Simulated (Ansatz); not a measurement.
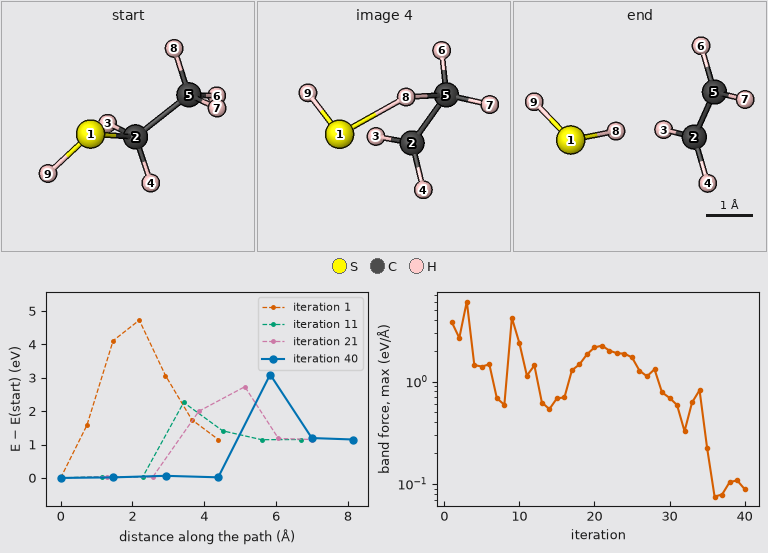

A nudged-elastic-band calculation for C₂H₆S. Images are numbered from 0 (start) to 6 (end). The plot follows the band through its iterations. Style: ball-and-stick. Shown from a free direction.

These are results of Ansatz 0.2.0, RKS PBE0-D4/def2-SVP, not measurements. Settings: 5 movable images; climbing image.

### Judge this run.

The result isn't final. The band hadn't converged when the run stopped after 40 iterations. The largest component of the band force went from 3.8 to 0.089 eV/Å. The barrier read from it is provisional, though the highest image hardly moved in the last two iterations. The largest force component is 0.29 eV/Å at the start and 0.26 eV/Å at the end; an end with forces this large is no minimum, and the barrier measured from it can be far off. The first iteration put the highest image at 4.73 eV. The energy climbs by 3.10 eV to image 4 and then falls by 1.95 eV, so the end point sits at +1.15 eV.
